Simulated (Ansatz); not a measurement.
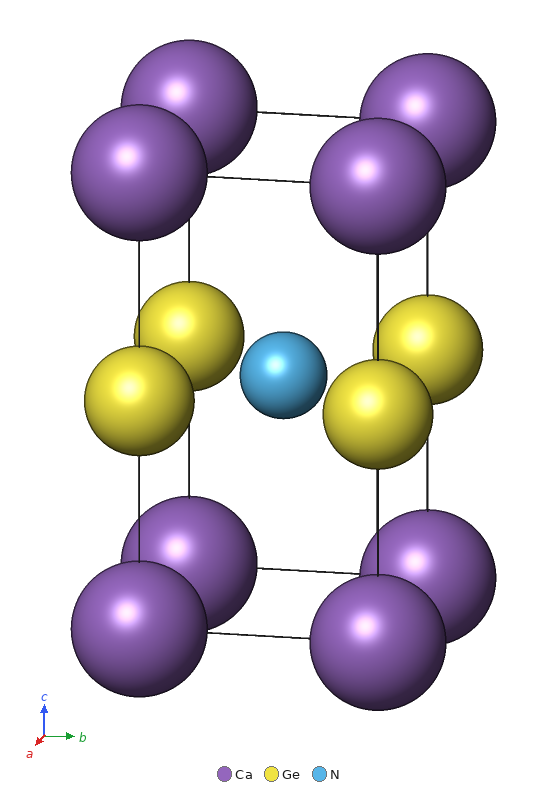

View slightly off an axis, drawn as a spheres-only model. The lines enclose the simulation cell; boundary atoms appear with their images.

Full input:
```yaml
crystal:
  lattice:
    - [3.1203617592, 0.0, 0.0]
    - [0.0, 3.1203617592, 0.0]
    - [0.0, 0.0, 6.0652734349]
  atoms:
    - { symbol: Ca, position: [0.0, 0.0, 0.0] }
    - { symbol: Ge, position: [0.0, 0.0, 0.5] }
    - { symbol: "N", position: [0.5, 0.5, 0.5] }
basis:
  ecutwfc: 420
kpoints:
  mp_grid: { grid: [14, 14, 8] }
  band_path:
    path:
      - [[0.0, 0.0, 0.0], [0.0, 0.5, 0.0], [0.5, 0.5, 0.0], [0.0, 0.0, 0.0], [0.0, 0.0, 0.5], [0.0, 0.5, 0.5], [0.5, 0.5, 0.5], [0.0, 0.0, 0.5]]
      - [[0.0, 0.5, 0.0], [0.0, 0.5, 0.5]]
      - [[0.5, 0.5, 0.0], [0.5, 0.5, 0.5]]
    npoints: 14
hamiltonian:
  xc: pbe
scf:
  occupations: { method: gaussian, width: 0.1 }
  n_extra_bands: 7
output:
  forces: true
  stress: true
  eigenvalues: true
  populations: true
  dos: { projected: true, de: 0.02, nscf_kmesh: { grid: [17, 17, 10] } }
  bader: true
  write_density: true
  write_potential: true
  elf: true
  volumetric_format: npy
```
Run as:
```sh
ansatz run input.yaml --threads 1 --pin off --max-ram 2560MiB --backend cpu --events-out ev --progress --plain --runs-dir out
```

The numbers come from Ansatz, DFT PBE, scalar-relativistic, plane waves, PAW, using plane waves up to 420 eV, 14×14×8 k-points, Gaussian smearing of 0.1 eV, no spin polarisation.

Question: Give the Bader charge of each element.

Answer: Ca +0.60 e; Ge +0.67 e; N -1.27 e.

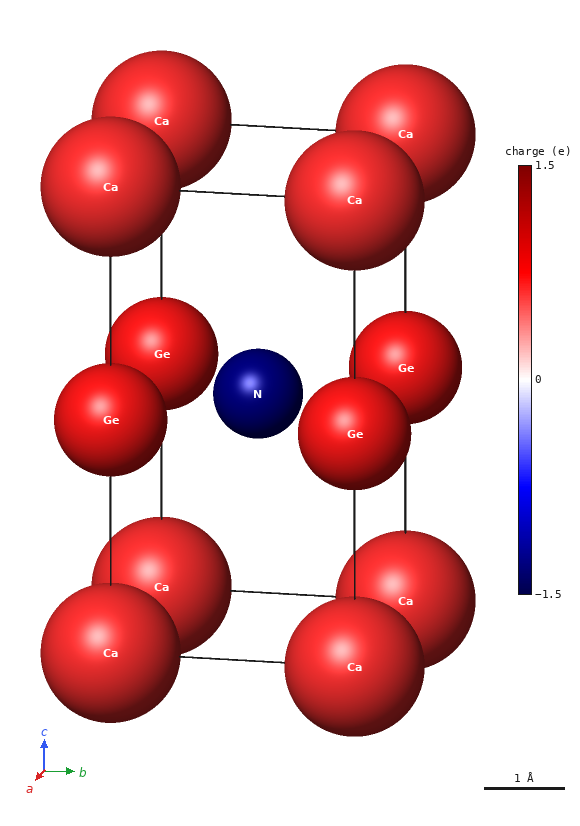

The atoms coloured by those charges.

Origin of the cell: a random cell made by a generator, so it need not be a real form of the compound. Earlier steps of the study, as a rule a relaxation of our own, may have changed the cell and positions, so they can lie some per cent off the listed ones. It went into a calculation with Ansatz.
